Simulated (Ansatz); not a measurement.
**Si3N4 (P6_3/m): the host for defect calculations**

Aim: the runs on the perfect crystal Si3N4 (P6_3/m) that a defect calculation needs first.

Main program and level: Ansatz 0.2.0; plane-wave PAW DFT, PBEsol; single point of the host's primitive cell on a dense mesh; PAW set soft_1, in the first sound run; inputs show where later runs differ.

## 1. The structure

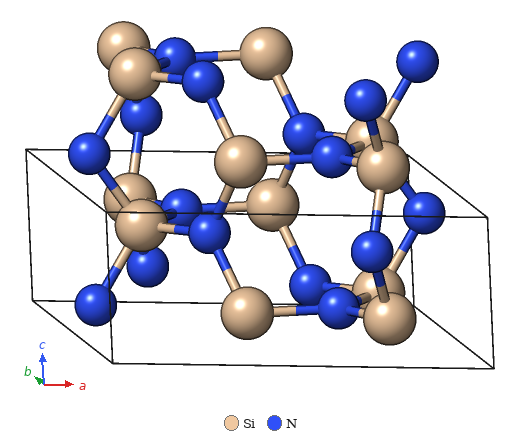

Start, viewed slightly off an axis; silicon light orange, nitrogen blue. 1×1×2 cells are drawn.

Coordinates:

```
Si N
1.0
     7.62446    0.00000    0.00000
    -3.81223    6.60297    0.00000
     0.00000    0.00000    2.91026
Si N
6 8
Direct
  0.23245 0.82606 0.75000
  0.40639 0.23245 0.25000
  0.82606 0.59361 0.25000
  0.17394 0.40639 0.75000
  0.59361 0.76755 0.75000
  0.76755 0.17394 0.25000
  0.33333 0.66667 0.75000
  0.66667 0.33333 0.25000
  0.97038 0.66999 0.75000
  0.30039 0.97038 0.25000
  0.66999 0.69961 0.25000
  0.33001 0.30039 0.75000
  0.02962 0.33001 0.25000
  0.69961 0.02962 0.75000
```

## 2. Primitive cell on a dense mesh

A dense mesh gives the host's converged energy, against which the supercell's sampling is tested.

Input file dense/input.yaml:

```yaml
crystal:
  lattice:
    - [7.6244572548, 0.0, 0.0]
    - [-3.8122286274, 6.6029736727, 0.0]
    - [0.0, 0.0, 2.9102557759]
  atoms:
    - { symbol: Si, position: [0.2324454814, 0.8260559098, 0.75] }
    - { symbol: Si, position: [0.4063895716, 0.2324454814, 0.25] }
    - { symbol: Si, position: [0.8260559098, 0.5936104284, 0.25] }
    - { symbol: Si, position: [0.1739440902, 0.4063895716, 0.75] }
    - { symbol: Si, position: [0.5936104284, 0.7675545186, 0.75] }
    - { symbol: Si, position: [0.7675545186, 0.1739440902, 0.25] }
    - { symbol: "N", position: [0.3333333333, 0.6666666667, 0.75] }
    - { symbol: "N", position: [0.6666666667, 0.3333333333, 0.25] }
    - { symbol: "N", position: [0.9703841152, 0.6699911715, 0.75] }
    - { symbol: "N", position: [0.3003929436, 0.9703841152, 0.25] }
    - { symbol: "N", position: [0.6699911715, 0.6996070564, 0.25] }
    - { symbol: "N", position: [0.3300088285, 0.3003929436, 0.75] }
    - { symbol: "N", position: [0.0296158848, 0.3300088285, 0.25] }
    - { symbol: "N", position: [0.6996070564, 0.0296158848, 0.75] }
basis:
  ecutwfc: 420
  xc_grid: 2
hamiltonian:
  xc: pbesol
  pseudopotentials: { kind: paw, azcp: { folder: soft_1 }, xc_functional: pbe }
kpoints:
  mp_grid: { grid: [4, 4, 9] }
scf:
  occupations: { method: fermi_dirac, width: 0.01 }
  max_iter: 80
```

Run with:

```sh
$ ansatz run input.yaml --threads 8 --pin off --max-ram 22609MiB --backend cpu --events-out ev --progress --plain --runs-dir out
```

Numbers of over 12 decimals in the logs are rounded to 6 here.

Output:

```text
Engine: ansatz 0.2.0, aarch64-unknown-linux-gnu
Pseudopotentials: kind: paw
Pseudopotential: Si, paw, valence charge 4, recommended cutoff 420 eV (normal), soft_1/Si.paw.azcp
Pseudopotential: N, paw, valence charge 5, recommended cutoff 420 eV (normal), soft_1/N.paw.azcp
Functional definition: PBEsol
  exchange = pbesol_x
  correlation = pbesol_c
Crystal: 14 atoms, lattice volume = 146.514 Å³
Basis set: ecut = 420 eV, 2859 PW (Γ), exchange–correlation on 108×108×40 points (8 copies of the dense FFT grid, shifted against one another)
Bands: 46, of which v1, the nominal top of the filled ones, is band 32 counted from 1 (31 counted from 0)
Symmetry: 12 space group operations
Space group: P63/m (ITA 176), of the structure as read, at distance tolerance 5.3e-5 Å
k-points: 20 of 144
Non-local potential: Si, projectors of the file, l = 0: 2, l = 1: 2, l = 2: 1
Non-local potential: N, projectors of the file, l = 0: 2, l = 1: 2, l = 2: 1
PAW form: soft (Blöchl's): semilocal exchange-correlation on the pseudo side does not see the compensation charge
PAW frozen core: Si, regenerated for the run's functional, and the local potential with it (the file was generated under x = pbe(κ = 0.804, μ = 0.219515), c = pbe(β = 0.066725))
PAW frozen core: N, regenerated for the run's functional, and the local potential with it (the file was generated under x = pbe(κ = 0.804, μ = 0.219515), c = pbe(β = 0.066725))
PAW one-centre angular grid: Si, 110 points (default); XC on 64 Gauss nodes
PAW one-centre angular grid: N, 110 points (default); XC on 64 Gauss nodes
Initial density: superposition of atomic densities (chi_scale 0.1, normalization cell, long waves kept (reshape's long-wave potential 0.02 eV rms))
Initial wavefunctions: pseudopotential atomic-orbital guess
Functional: x = pbesol(κ = 0.804, μ = 0.123457), c = pbesol(β = 0.046)
SCF iter   1: F=—  HF=-6784.394122 eV  |F-HF|=—  |Δ(HF+E_count)|=         —  Δρ=1.48e-1  dr2=3.34e1  ethr=3.10e-3  ⟨swp⟩=6.8  Hψ=4455  notcnv=0  defer=17
preconditioner: auto → Resta (q_TF=auto, 2.377 Å⁻¹)  ε∞=3.6  [insulator: Δε(μ)=5.861 eV  Ē_g=15.346 eV  σ=0.010 eV  W_gap=1.00  n_scr=32 (ndim 8)  ℏωp=24.5 eV  f_vac=0.011  D(μ)=0.00/eV (n_scr^D=0)  ε∞_Penn≈3.6]
SCF iter   2: F=—  HF=-6774.247489 eV  |F-HF|=—  |Δ(HF+E_count)|=    1.01e1  Δρ=4.83e-2  dr2=1.94e0  ethr=3.10e-3  ⟨swp⟩=3.9  Hψ=2464  notcnv=0  defer=163
SCF iter   3: F=—  HF=-6773.882154 eV  |F-HF|=—  |Δ(HF+E_count)|=   3.65e-1  Δρ=2.38e-2  dr2=4.56e-1  ethr=3.03e-3  ⟨swp⟩=1.1  Hψ=805  notcnv=0  defer=63
automatic band count: iteration 3 solves 41 bands in place of 46: the levels show a gap, and the empty bands left out lie too high to hold charge; the band table lists the bands solved (type scf.n_extra_bands for more)
SCF iter   4: F=—  HF=-6773.812690 eV  |F-HF|=—  |Δ(HF+E_count)|=   6.95e-2  Δρ=2.10e-3  dr2=7.66e-3  ethr=7.13e-4  ⟨swp⟩=2.2  Hψ=939  notcnv=0  defer=63
SCF iter   5: F=—  HF=-6773.817862 eV  |F-HF|=—  |Δ(HF+E_count)|=   5.17e-3  Δρ=1.48e-3  dr2=3.36e-3  ethr=1.20e-5  ⟨swp⟩=3.4  Hψ=1603  notcnv=0  defer=63
SCF iter   6: F=—  HF=-6773.817957 eV  |F-HF|=—  |Δ(HF+E_count)|=   9.49e-5  Δρ=4.05e-4  dr2=2.91e-4  ethr=5.24e-6  ⟨swp⟩=2.8  Hψ=1495  notcnv=0  defer=63
SCF iter   7: F=—  HF=-6773.818128 eV  |F-HF|=—  |Δ(HF+E_count)|=   1.70e-4  Δρ=9.07e-5  dr2=2.19e-5  ethr=4.54e-7  ⟨swp⟩=2.2  Hψ=1407  notcnv=0  defer=65
SCF iter   8: F=—  HF=-6773.818116 eV  |F-HF|=—  |Δ(HF+E_count)|=   1.18e-5  Δρ=2.27e-5  dr2=8.83e-7  ethr=3.42e-8  ⟨swp⟩=2.0  Hψ=1497  notcnv=0  defer=45
automatic band count: iteration 8 solves 40 bands in place of 41: the levels show a gap, and the empty bands left out lie too high to hold charge; the band table lists the bands solved (type scf.n_extra_bands for more)
SCF iter   9: F=-6773.818118 eV  HF=-6773.818118 eV  |F-HF|=2.11e-8  |Δ(HF+E_count)|=   1.81e-6  Δρ=3.50e-6  dr2=2.08e-8  ethr=2.29e-10  ⟨swp⟩=3.2  Hψ=2044  notcnv=0
SCF 1 converged in 9 iterations: F = -6773.818118 eV  dr2 = 2.08e-8
  greatest PAW one-centre occupation: 0.791 electrons in one spin orbital (limit 2), on the N atom at site 7 (counted from 0), in its partial waves of l = 0
SCF converged after 9 iterations
Free energy (F): -6773.818118 eV
Harris-Foulkes:  -6773.818118 eV  (|F-HF|=2.11e-8)
Internal energy: -6773.818118 eV  (E = F + TS)
E sigma→0 (E₀):  -6773.818118 eV
Fermi energy:    10.206388 eV
--- Per-component energies (eV) ---
  E_band       = 53.389458
  E_kinetic    = 1327.890534
  E_local      = -2027.525735  (includes V_loc(G=0)·N_el)
  E_nonlocal   = 407.836449
  E_hartree    = 713.141513
  E_xc         = -819.336963
  E_vxc        = -903.533656  (∫ρ·V_xc dr)
  E_paw        = -3977.229935  (= ΣΔE_a)
  E_vpaw       = -177.565888  (= ΣTr[D̂ρ^β])
  E_aug_tail   = 0.007170  (compensation charges beyond the density's cutoff)
  E_ewald      = -2399.015306
  E_core_change = 0.414155  (= ΣΔE_core)
  E_smearing   = -0.000000  (= −TS)
  E_closure    = -0.000000  (closes the sum)
  Σ components = -6773.818118   (vs F -6773.818118, Δ=0.00e0)
```

Run time: 1.2 s. Hardware: 8 threads of Arm Neoverse V2, shared host; peak memory 0.63 GiB; 8.6 s of CPU time.

Reading the cycles: dr2 is the Hartree energy of the density residual (eV), the measure of convergence; HF is the Harris–Foulkes estimate of the energy, which meets the free energy F at convergence.

## 3. Self-consistent run

This step: plane-wave PAW DFT, PBEsol; single point of the defect-free supercell, a test of its k-points; PAW set soft_1 (Ansatz 0.2.0).

System of this step: Si3N4 (P6_3/m). The cell holds 126 atoms: 54 Si and 72 N. Its edges and angles: a = 13.206 Å, b = 13.206 Å, c = 8.731 Å, α = 90.0°, β = 90.0°, γ = 120.0°.

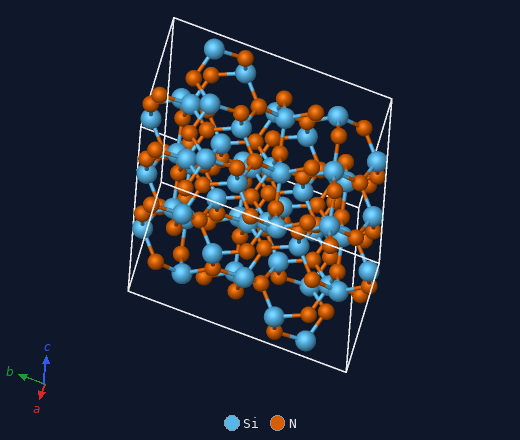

The cell of this step (silicon blue, nitrogen orange). Some periodic images of atoms are drawn too.

Input file pristine.sampling/input.yaml:

```yaml
crystal:
  lattice:
    - [11.4366858822, 6.6029736727, 0.0]
    - [-11.4366858822, 6.6029736727, 0.0]
    - [0.0, 0.0, 8.7307673276]
  atoms:
    - { symbol: Si, position: [0.0195004637, 0.8065554461, 0.25] }
    - { symbol: Si, position: [0.3528337971, 0.4732221127, 0.25] }
    - { symbol: Si, position: [0.6861671304, 0.1398887794, 0.25] }
    - { symbol: Si, position: [0.2129450177, 0.0195004637, 0.0833333333] }
    - { symbol: Si, position: [0.546278351, 0.6861671304, 0.0833333333] }
    - { symbol: Si, position: [0.8796116843, 0.3528337971, 0.0833333333] }
    - { symbol: Si, position: [0.1398887794, 0.453721649, 0.0833333333] }
    - { symbol: Si, position: [0.4732221127, 0.1203883157, 0.0833333333] }
    - { symbol: Si, position: [0.8065554461, 0.7870549823, 0.0833333333] }
    - { symbol: Si, position: [0.1934445539, 0.2129450177, 0.25] }
    - { symbol: Si, position: [0.5267778873, 0.8796116843, 0.25] }
    - { symbol: Si, position: [0.8601112206, 0.546278351, 0.25] }
    - { symbol: Si, position: [0.1203883157, 0.6471662029, 0.25] }
    - { symbol: Si, position: [0.453721649, 0.3138328696, 0.25] }
    - { symbol: Si, position: [0.7870549823, 0.9804995363, 0.25] }
    - { symbol: Si, position: [0.3138328696, 0.8601112206, 0.0833333333] }
    - { symbol: Si, position: [0.6471662029, 0.5267778873, 0.0833333333] }
    - { symbol: Si, position: [0.9804995363, 0.1934445539, 0.0833333333] }
    - { symbol: "N", position: [0.0, 0.6666666667, 0.25] }
    - { symbol: "N", position: [0.3333333333, 0.3333333334, 0.25] }
    - { symbol: "N", position: [0.6666666667, 0.0, 0.25] }
    - { symbol: "N", position: [0.0, 0.3333333333, 0.0833333333] }
    - { symbol: "N", position: [0.3333333333, 0.0, 0.0833333333] }
    - { symbol: "N", position: [0.6666666667, 0.6666666666, 0.0833333333] }
    - { symbol: "N", position: [0.2134584289, 0.4565327427, 0.25] }
    - { symbol: "N", position: [0.5467917623, 0.1231994093, 0.25] }
    - { symbol: "N", position: [0.8801250956, 0.789866076, 0.25] }
    - { symbol: "N", position: [0.0902590196, 0.8801250956, 0.0833333333] }
    - { symbol: "N", position: [0.4235923529, 0.5467917623, 0.0833333333] }
    - { symbol: "N", position: [0.7569256863, 0.2134584289, 0.0833333333] }
    - { symbol: "N", position: [0.1231994093, 0.5764076471, 0.0833333333] }
    - { symbol: "N", position: [0.4565327427, 0.2430743137, 0.0833333333] }
    - { symbol: "N", position: [0.789866076, 0.9097409804, 0.0833333333] }
    - { symbol: "N", position: [0.210133924, 0.0902590196, 0.25] }
    - { symbol: "N", position: [0.5434672573, 0.7569256863, 0.25] }
    - { symbol: "N", position: [0.8768005907, 0.4235923529, 0.25] }
    - { symbol: "N", position: [0.1198749044, 0.210133924, 0.0833333333] }
    - { symbol: "N", position: [0.4532082377, 0.8768005907, 0.0833333333] }
    - { symbol: "N", position: [0.7865415711, 0.5434672573, 0.0833333333] }
    - { symbol: "N", position: [0.2430743137, 0.7865415711, 0.25] }
    - { symbol: "N", position: [0.5764076471, 0.4532082377, 0.25] }
    - { symbol: "N", position: [0.9097409804, 0.1198749044, 0.25] }
    - { symbol: Si, position: [0.0195004637, 0.8065554461, 0.5833333333] }
    - { symbol: Si, position: [0.3528337971, 0.4732221127, 0.5833333333] }
    - { symbol: Si, position: [0.6861671304, 0.1398887794, 0.5833333333] }
    - { symbol: Si, position: [0.2129450177, 0.0195004637, 0.4166666667] }
    - { symbol: Si, position: [0.546278351, 0.6861671304, 0.4166666667] }
    - { symbol: Si, position: [0.8796116843, 0.3528337971, 0.4166666667] }
    - { symbol: Si, position: [0.1398887794, 0.453721649, 0.4166666667] }
    - { symbol: Si, position: [0.4732221127, 0.1203883157, 0.4166666667] }
    - { symbol: Si, position: [0.8065554461, 0.7870549823, 0.4166666667] }
    - { symbol: Si, position: [0.1934445539, 0.2129450177, 0.5833333333] }
    - { symbol: Si, position: [0.5267778873, 0.8796116843, 0.5833333333] }
    - { symbol: Si, position: [0.8601112206, 0.546278351, 0.5833333333] }
    - { symbol: Si, position: [0.1203883157, 0.6471662029, 0.5833333333] }
    - { symbol: Si, position: [0.453721649, 0.3138328696, 0.5833333333] }
    - { symbol: Si, position: [0.7870549823, 0.9804995363, 0.5833333333] }
    - { symbol: Si, position: [0.3138328696, 0.8601112206, 0.4166666667] }
    - { symbol: Si, position: [0.6471662029, 0.5267778873, 0.4166666667] }
    - { symbol: Si, position: [0.9804995363, 0.1934445539, 0.4166666667] }
    - { symbol: "N", position: [0.0, 0.6666666667, 0.5833333333] }
    - { symbol: "N", position: [0.3333333333, 0.3333333334, 0.5833333333] }
    - { symbol: "N", position: [0.6666666667, 0.0, 0.5833333333] }
    - { symbol: "N", position: [0.0, 0.3333333333, 0.4166666667] }
    - { symbol: "N", position: [0.3333333333, 0.0, 0.4166666667] }
    - { symbol: "N", position: [0.6666666667, 0.6666666666, 0.4166666667] }
    - { symbol: "N", position: [0.2134584289, 0.4565327427, 0.5833333333] }
    - { symbol: "N", position: [0.5467917623, 0.1231994093, 0.5833333333] }
    - { symbol: "N", position: [0.8801250956, 0.789866076, 0.5833333333] }
    - { symbol: "N", position: [0.0902590196, 0.8801250956, 0.4166666667] }
    - { symbol: "N", position: [0.4235923529, 0.5467917623, 0.4166666667] }
    - { symbol: "N", position: [0.7569256863, 0.2134584289, 0.4166666667] }
    - { symbol: "N", position: [0.1231994093, 0.5764076471, 0.4166666667] }
    - { symbol: "N", position: [0.4565327427, 0.2430743137, 0.4166666667] }
    - { symbol: "N", position: [0.789866076, 0.9097409804, 0.4166666667] }
    - { symbol: "N", position: [0.210133924, 0.0902590196, 0.5833333333] }
    - { symbol: "N", position: [0.5434672573, 0.7569256863, 0.5833333333] }
    - { symbol: "N", position: [0.8768005907, 0.4235923529, 0.5833333333] }
    - { symbol: "N", position: [0.1198749044, 0.210133924, 0.4166666667] }
    - { symbol: "N", position: [0.4532082377, 0.8768005907, 0.4166666667] }
    - { symbol: "N", position: [0.7865415711, 0.5434672573, 0.4166666667] }
    - { symbol: "N", position: [0.2430743137, 0.7865415711, 0.5833333333] }
    - { symbol: "N", position: [0.5764076471, 0.4532082377, 0.5833333333] }
    - { symbol: "N", position: [0.9097409804, 0.1198749044, 0.5833333333] }
    - { symbol: Si, position: [0.0195004637, 0.8065554461, 0.9166666667] }
    - { symbol: Si, position: [0.3528337971, 0.4732221127, 0.9166666667] }
    - { symbol: Si, position: [0.6861671304, 0.1398887794, 0.9166666667] }
    - { symbol: Si, position: [0.2129450177, 0.0195004637, 0.75] }
    - { symbol: Si, position: [0.546278351, 0.6861671304, 0.75] }
    - { symbol: Si, position: [0.8796116843, 0.3528337971, 0.75] }
    - { symbol: Si, position: [0.1398887794, 0.453721649, 0.75] }
    - { symbol: Si, position: [0.4732221127, 0.1203883157, 0.75] }
    - { symbol: Si, position: [0.8065554461, 0.7870549823, 0.75] }
    - { symbol: Si, position: [0.1934445539, 0.2129450177, 0.9166666667] }
    - { symbol: Si, position: [0.5267778873, 0.8796116843, 0.9166666667] }
    - { symbol: Si, position: [0.8601112206, 0.546278351, 0.9166666667] }
    - { symbol: Si, position: [0.1203883157, 0.6471662029, 0.9166666667] }
    - { symbol: Si, position: [0.453721649, 0.3138328696, 0.9166666667] }
    - { symbol: Si, position: [0.7870549823, 0.9804995363, 0.9166666667] }
    - { symbol: Si, position: [0.3138328696, 0.8601112206, 0.75] }
    - { symbol: Si, position: [0.6471662029, 0.5267778873, 0.75] }
    - { symbol: Si, position: [0.9804995363, 0.1934445539, 0.75] }
    - { symbol: "N", position: [0.0, 0.6666666667, 0.9166666667] }
    - { symbol: "N", position: [0.3333333333, 0.3333333334, 0.9166666667] }
    - { symbol: "N", position: [0.6666666667, 0.0, 0.9166666667] }
    - { symbol: "N", position: [0.0, 0.3333333333, 0.75] }
    - { symbol: "N", position: [0.3333333333, 0.0, 0.75] }
    - { symbol: "N", position: [0.6666666667, 0.6666666666, 0.75] }
    - { symbol: "N", position: [0.2134584289, 0.4565327427, 0.9166666667] }
    - { symbol: "N", position: [0.5467917623, 0.1231994093, 0.9166666667] }
    - { symbol: "N", position: [0.8801250956, 0.789866076, 0.9166666667] }
    - { symbol: "N", position: [0.0902590196, 0.8801250956, 0.75] }
    - { symbol: "N", position: [0.4235923529, 0.5467917623, 0.75] }
    - { symbol: "N", position: [0.7569256863, 0.2134584289, 0.75] }
    - { symbol: "N", position: [0.1231994093, 0.5764076471, 0.75] }
    - { symbol: "N", position: [0.4565327427, 0.2430743137, 0.75] }
    - { symbol: "N", position: [0.789866076, 0.9097409804, 0.75] }
    - { symbol: "N", position: [0.210133924, 0.0902590196, 0.9166666667] }
    - { symbol: "N", position: [0.5434672573, 0.7569256863, 0.9166666667] }
    - { symbol: "N", position: [0.8768005907, 0.4235923529, 0.9166666667] }
    - { symbol: "N", position: [0.1198749044, 0.210133924, 0.75] }
    - { symbol: "N", position: [0.4532082377, 0.8768005907, 0.75] }
    - { symbol: "N", position: [0.7865415711, 0.5434672573, 0.75] }
    - { symbol: "N", position: [0.2430743137, 0.7865415711, 0.9166666667] }
    - { symbol: "N", position: [0.5764076471, 0.4532082377, 0.9166666667] }
    - { symbol: "N", position: [0.9097409804, 0.1198749044, 0.9166666667] }
basis:
  ecutwfc: 420
  xc_grid: 2
hamiltonian:
  xc: pbesol
  pseudopotentials: { kind: paw, azcp: { folder: soft_1 }, xc_functional: pbe }
kpoints:
  mp_grid: { grid: [1, 1, 1], shift: [0.25, 0.25, 0.25] }
scf:
  occupations: { method: fermi_dirac, width: 0.01 }
  max_iter: 80
```

Output:

```text
[...]
Crystal: 126 atoms, lattice volume = 1318.628 Å³
Basis set: ecut = 420 eV, 25805 PW (Γ), exchange–correlation on 180×180×120 points (8 copies of the dense FFT grid, shifted against one another)
Bands: 414, of which v1, the nominal top of the filled ones, is band 288 counted from 1 (287 counted from 0)
Symmetry: 18 space group operations
k-points: 1
[...]
SCF iter   1: F=—  HF=-61059.558790 eV  |F-HF|=—  |Δ(HF+E_count)|=         —  Δρ=1.48e-1  dr2=3.01e2  ethr=3.10e-3  ⟨swp⟩=6.0  Hψ=1914  notcnv=0  defer=45
[...]
SCF iter   9: F=-60964.386776 eV  HF=-60964.386776 eV  |F-HF|=1.48e-7  |Δ(HF+E_count)|=   1.78e-5  Δρ=4.46e-6  dr2=2.49e-7  ethr=1.74e-10  ⟨swp⟩=4.0  Hψ=966  notcnv=0
SCF 1 converged in 9 iterations: F = -60964.386776 eV  dr2 = 2.49e-7
[...]
SCF converged after 9 iterations
Free energy (F): -60964.386776 eV
[...]
Internal energy: -60964.386776 eV  (E = F + TS)
E sigma→0 (E₀):  -60964.386776 eV
Fermi energy:    10.278115 eV
[...]
```

Wall time 6.6 s (8 threads); peak memory 2.9 GiB; 48 s of CPU time.

This step gave:

| Property | Result |
| --- | --- |
| energy over dense mesh | -1.88e-4 eV/atom |

[end of part 1 of 3]

[Logs are printed without paths, hosts, clocks, repeated set-up lines and the standing remarks that a program may print on its own settings, such as how far it seeks lower states.]

[Hosts, paths, dates, database ids (printed as entryN), source tags and the programs' standing remarks are cut or masked in the printed files.]

[Runs of the host that timed out are not shown.]

[For some hosts the program warned that the k-mesh of the response run may be too coarse for force constants and the static dielectric constant; such warnings are not always shown.]
